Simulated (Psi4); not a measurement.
# SiH2 (SMILES [SiH2]): B3LYP/aug-cc-pVDZ (sweep point 7)

Aim: the vertical ionisation energy of SiH2 at B3LYP/aug-cc-pVDZ (sweep point 7), from 2 runs. The job is set up through a Python script.

The calculation is run with Psi4 1.11.

4 further runs of the same task are left out: 4 set aside as unsound or not needed.

**1. The molecule**

The species is SiH2 (3 atoms), meant as a singlet with charge 0. As SMILES, `[SiH2]`. The coordinates come from a PBE0-D4/def2-TZVP relaxation.

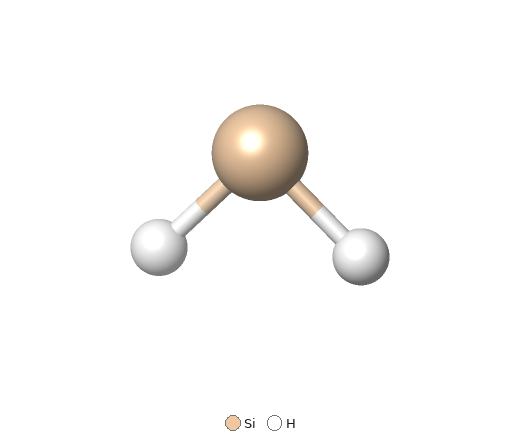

Viewed from a chosen angle; silicon light orange, hydrogen white.

**2. The energy at B3LYP/aug-cc-pVDZ (sweep point 7)**

The input, run.py:

```python
import psi4

psi4.set_memory('1600 MB')
psi4.set_num_threads(1)
psi4.set_output_file('psi4.out', False)

m = psi4.geometry("""
Si    -0.491200     0.468600    -0.213600
H      0.840300     0.578600     0.522500
H     -0.349100    -1.047200    -0.308900
symmetry c1
""")

psi4.set_options({
    'basis': 'aug-cc-pVDZ',
    'puream': True,
    'scf_type': 'pk',
    'dft_radial_points': 150,
    'dft_spherical_points': 974,
})

e, wfn = psi4.energy("b3lyp", return_wfn=True)
print(f'total energy {e:.8f} hartree = {e * 27.211386:.5f} eV')
for k, v in sorted(psi4.core.scalar_variables().items()):
    print(f'{k:45s} {v:18.10f}')
```

Run with:

```console
$ python run.py
```

psi4.out:

```text
[...]
  Running in c1 symmetry.
[...]
  Nuclear repulsion =    9.956246036569164
[...]
  Multiplicity = 1
[...]
  Nalpha       = 8
  Nbeta        = 8
[...]
    Number of basis functions: 45
[...]
   @RKS iter   1:  -290.60537885227291   -3.64586e-01   3.69900e-03 ADIIS/DIIS
[...]
   @RKS iter   6:  -290.63161263466549   -6.51286e-08   2.31127e-07 DIIS
[...]
    Orbital Energies [Eh]
    ---------------------
    Doubly Occupied:
       1A    -66.166488     2A     -5.307721     3A     -3.672247
       4A     -3.663419     5A     -3.660735     6A     -0.512180
       7A     -0.330239     8A     -0.246672
[...]
  @RKS Final Energy:  -290.63161263466549
   => Energetics <=
    Nuclear Repulsion Energy =              9.9562460365691638
    One-Electron Energy =                -421.6561232590048007
    Two-Electron Energy =                 138.4604354769718100
    DFT Exchange-Correlation Energy =     -17.3921708892016262
    Empirical Dispersion Energy =           0.0000000000000000
    VV10 Nonlocal Energy =                  0.0000000000000000
    Total Energy =                       -290.6316126346654869
[...]
 Multipole Moments:
 ------------------------------------------------------------------------------------
     Multipole            Electronic (a.u.)      Nuclear  (a.u.)        Total (a.u.)
 ------------------------------------------------------------------------------------
 L = 1.  Multiply by 2.5417464519 to convert [e a0] to [Debye]
 Dipole X            :         -1.3631469            1.3986185            0.0354715
 Dipole Y            :          1.2031427           -1.2344223           -0.0312796
 Dipole Z            :          0.0000000            0.0000000            0.0000000
 Magnitude           :                                                    0.0472932
[...]
```

On the terminal:

```text
total energy -290.63161263 hartree = -7908.48900 eV
CURRENT ENERGY                                   -290.6316126347
CURRENT REFERENCE ENERGY                         -290.6316126347
DD SOLVATION ENERGY                                 0.0000000000
DFT FUNCTIONAL TOTAL ENERGY                      -290.6316126347
DFT TOTAL ENERGY                                 -290.6316126347
DFT VV10 ENERGY                                     0.0000000000
DFT XC ENERGY                                     -17.3921708892
GRID ELECTRONS ALPHA                                8.0000000085
GRID ELECTRONS BETA                                 8.0000000085
GRID ELECTRONS TOTAL                               16.0000000170
NUCLEAR REPULSION ENERGY                            9.9562460366
ONE-ELECTRON ENERGY                              -421.6561232590
PCM POLARIZATION ENERGY                             0.0000000000
PE ENERGY                                           0.0000000000
SCF ITERATION ENERGY                             -290.6316126347
SCF ITERATIONS                                      6.0000000000
SCF TOTAL ENERGY                                 -290.6316126347
TWO-ELECTRON ENERGY                               138.4604354770
XC GRID RADIAL POINTS                             150.0000000000
XC GRID SPHERICAL POINTS                          974.0000000000
XC GRID TOTAL POINTS                           426958.0000000000
```

It took 8.4 s on 1 thread of AMD EPYC 7R43 (Zen 3), shared host; peak memory 0.89 GiB.

**3. The doublet cation, same level**

The input, job.py:

```python
import psi4

psi4.set_memory(1600000000)
psi4.set_num_threads(1)
psi4.set_output_file('psi4.out', False)

molecule = psi4.geometry("""
1 2
Si    -0.491200     0.468600    -0.213600
H      0.840300     0.578600     0.522500
H     -0.349100    -1.047200    -0.308900
units angstrom
symmetry c1
""")

options = {'basis': 'aug-cc-pVDZ', 'reference': 'uks', 'puream': True, 'scf_type': 'pk', 'dft_radial_points': 150, 'dft_spherical_points': 974, 'maxiter': 100}
psi4.set_options(options)

e_tot, wfn = psi4.energy('B3LYP', return_wfn=True)
print(f'B3LYP energy: {e_tot:.10f} Eh')
```

Run with:

```console
$ python job.py
```

psi4.out:

```text
[...]
  Running in c1 symmetry.
[...]
  Nuclear repulsion =    9.956246036569164
[...]
  Multiplicity = 2
[...]
  Nalpha       = 8
  Nbeta        = 7
[...]
    Number of basis functions: 45
[...]
   @UKS iter   1:  -290.26402497984111   -2.32317e-02   2.93033e-03 ADIIS/DIIS
[...]
   @UKS iter   7:  -290.28332380548721   -7.80495e-08   3.70803e-07 DIIS
[...]
   @S^2 Observed:                7.530224644E-01
[...]
    Orbital Energies [Eh]
    ---------------------
    Alpha Occupied:
       1A    -66.519253     2A     -5.654190     3A     -4.018011
       4A     -4.013148     5A     -4.006987     6A     -0.816237
       7A     -0.617398     8A     -0.573344
    Alpha Virtual:
       9A     -0.400745    10A     -0.244203    11A     -0.189257
      12A     -0.141083    13A     -0.123412    14A     -0.114452
      15A     -0.110506    16A     -0.109530    17A     -0.106465
      18A     -0.098261    19A     -0.047148    20A     -0.041665
      21A      0.036133    22A      0.059424    23A      0.076046
      24A      0.089531    25A      0.130391    26A      0.143934
[...]
  @UKS Final Energy:  -290.28332380548721
   => Energetics <=
    Nuclear Repulsion Energy =              9.9562460365691638
    One-Electron Energy =                -416.4475276916861048
    Two-Electron Energy =                 133.3780286392696723
    DFT Exchange-Correlation Energy =     -17.1700707896399116
    Empirical Dispersion Energy =           0.0000000000000000
    VV10 Nonlocal Energy =                  0.0000000000000000
    Total Energy =                       -290.2833238054871572
[...]
 Multipole Moments:
 ------------------------------------------------------------------------------------
     Multipole            Electronic (a.u.)      Nuclear  (a.u.)        Total (a.u.)
 ------------------------------------------------------------------------------------
 L = 1.  Multiply by 2.5417464519 to convert [e a0] to [Debye]
 Dipole X            :         -1.4522466            1.3986185           -0.0536282
 Dipole Y            :          1.2817554           -1.2344223            0.0473332
 Dipole Z            :         -0.0000000            0.0000000           -0.0000000
 Magnitude           :                                                    0.0715291
[...]
```

Standard output:

```text
B3LYP energy: -290.2833238055 Eh
```

It took 13 s on 1 thread of AMD EPYC 7R43 (Zen 3), shared host; peak memory 0.89 GiB.

**4. Outcome**

Level: B3LYP/aug-cc-pVDZ (sweep point 7).

| quantity | value |
| --- | --- |
| singlet SiH2: total energy | -290.63161 Eh |
| singlet SiH2: dipole moment | 0.12 D |
| singlet SiH2: HOMO energy | -6.71 eV |
| singlet SiH2: LUMO energy | -3.36 eV |
| singlet SiH2: HOMO–LUMO gap | 3.35 eV |
| doublet cation: total energy | -290.28332 Eh |
| doublet cation: HOMO energy (highest over α and β) | -15.60 eV |
| doublet cation: LUMO energy (lowest over α and β) | -12.24 eV |
| doublet cation: ⟨S²⟩ | 0.753 |
| vertical ionisation energy (to the doublet cation) | 9.477 eV |

The vertical ionisation energy comes to 9.48 eV (219 kcal/mol). The negative HOMO energy of the first species, 6.71 eV, lies 2.77 eV below that difference.
